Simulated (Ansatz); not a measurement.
A series of calculations on GeHOClF3

**1. Relaxation**

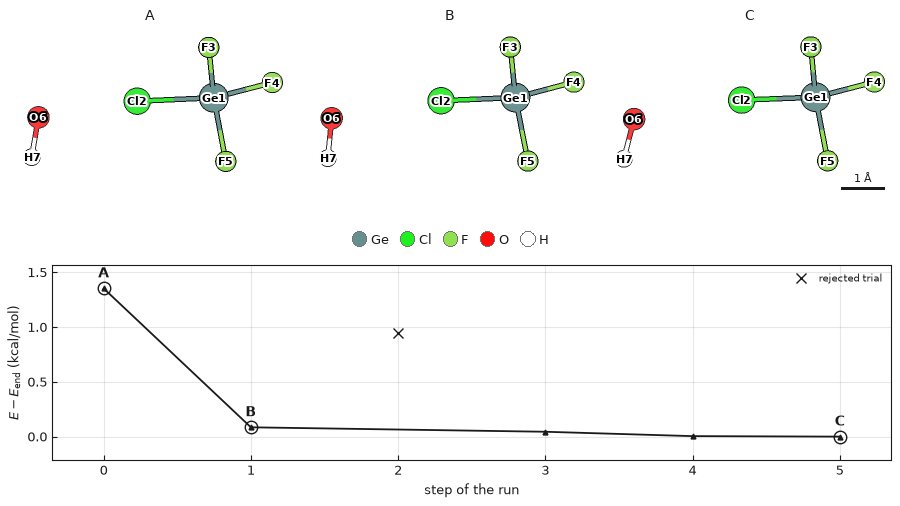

Frames of a relaxation of GeHOClF₃ (multiplicity 2), marked on the history of the run. Style: ball-and-stick. Shown at a tilt.

The run prepares an end point of a later path (reaction) calculation, from a guessed geometry.

Theory: UKS B3LYP/def2-SVP in Ansatz. (collinear spin; force threshold 0.03 eV/Å; at most 50 steps)

Question: Describe the path.

Answer: H7 moves most after the best rigid fit: 0.22 Å. Largest moves by element: H 0.22 Å, O 0.12 Å, Cl 0.12 Å, F 0.06 Å, Ge 0.05 Å. Near-neighbour distances that change, for instance: Ge1–Cl2 2.183 → 2.111 Å. After 4 accepted moves (5 points after the start) the energy has fallen by 1.35 kcal/mol. Largest force component: 1.3 eV/Å at the start, 0.023 eV/Å at the end. The line search rejected the trial step at point 2 of the run. Cost: 74 s on 4 threads of Intel(R) Xeon(R) Platinum 8259CL CPU @ 2.50GHz (Skylake/Cascade Lake), with other jobs on the host, peak memory 0.52 GiB. From step 0 to 1: O6 moves most (0.19 Å), energy −1.27 kcal/mol. From step 1 to 5: H7 moves most (0.11 Å), energy −0.09 kcal/mol.

```tsv
step	E − E(0), kcal/mol	largest force component, eV/Å	note
0	0.00	1.2543	
1	-1.27	0.1866	
2	-0.41	1.4219	rejected
3	-1.31	0.3264	
4	-1.35	0.0670	
5	-1.35	0.0229
```

Limits of the set-up: the start holds two separate molecules, 2.8 Å apart at their closest, whose relative position is a soft coordinate and is computed without a dispersion correction.

**2. Relaxation**

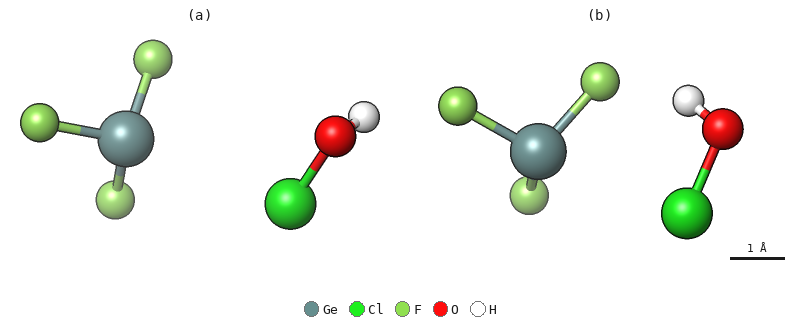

The structure of GeHOClF₃ (multiplicity 2) before (left) and after (right) a relaxation, at one scale.

The picture is a ball-and-stick view, seen at a tilt.

The run prepares an end point of a later path (reaction) calculation, from a guessed geometry.

Theory: UKS B3LYP/def2-SVP (Ansatz). Set-up: collinear spin; force threshold 0.03 eV/Å; at most 50 steps.

What changed between the two?

Answer. The atom that moves furthest after the best rigid fit is the H atom (1.47 Å). Largest moves by element: H 1.47 Å, F 1.16 Å, O 0.56 Å, Ge 0.39 Å, Cl 0.20 Å. Among the contacts that change: Cl–Ge 3.414 → 3.091 Å, Cl–O 1.650 → 1.711 Å, F–Ge 1.744 → 1.772 Å, H–O 0.977 → 0.984 Å. Among the angles between lasting bonds that change: Cl–O–H 104.9° → 101.8°, F–Ge–F 105.8° → 103.4°. After 15 accepted moves (17 points after the start) the energy has fallen by 26.8 kJ/mol. The largest force component goes from 1.4 to 0.0069 eV/Å. The line search rejected the trial steps at points 3, 15 of the run.

Limits of the set-up: the start holds two separate molecules, 3.4 Å apart at their closest, whose relative position is a soft coordinate and is computed without a dispersion correction.

**3. Path**

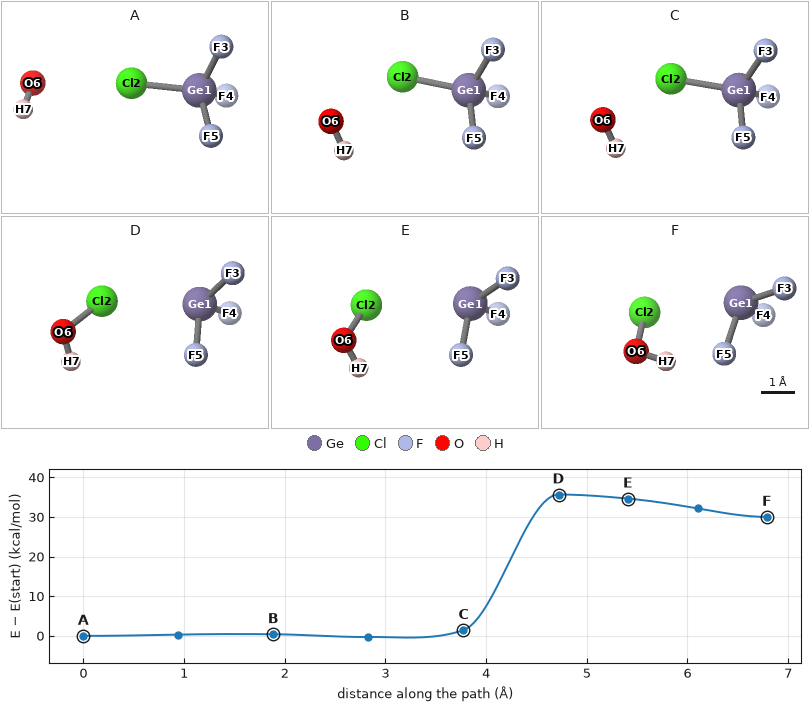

NEB run on GeHOClF$_{3}$ (multiplicity 2), made up at the start of GeClF₃ and HO. Images are numbered from 0 (start) to 8 (end). Frames A to F are images 0, 2, 4, 5, 6, 8. Style: ball-and-stick. Shown at a tilt.

Method: UKS B3LYP/def2-SVP (Ansatz 0.2.0). Settings: 7 movable images; climbing image; force threshold 0.03 eV/Å; iteration limit 56; starting path through a guess of the saddle point.

**Describe the mechanism and the energy profile.**

The energy climbs by 35.7 kcal/mol to image 5 and then falls by 5.7 kcal/mol, so the end point sits at +30.0 kcal/mol. Image 3 lies below both ends, at −0.3 kcal/mol, which points to an intermediate minimum that so few images don't resolve. The path has more than one stage, and so few images may leave a stage unresolved. Breaking: Ge1–Cl2 (2.11 → 3.01 at the top → 3.09 Å). Forming: Cl2–O6 (3.04 → 1.72 at the top → 1.71 Å). The band converged in 19 iterations. The largest component of the band force went from 17 to 0.025 eV/Å. The climbing image converged on the top of the path. Its vibrational analysis gives one imaginary mode (72i cm⁻¹), as a transition state must have.

Limits of the set-up: the start holds two separate molecules, 3.0 Å apart at their closest, whose relative position is a soft coordinate and is computed without a dispersion correction.

The run took 15 min on 4 threads of Intel(R) Xeon(R) Platinum 8259CL CPU @ 2.50GHz (Skylake/Cascade Lake), with other jobs on the host, peak memory 0.58 GiB.
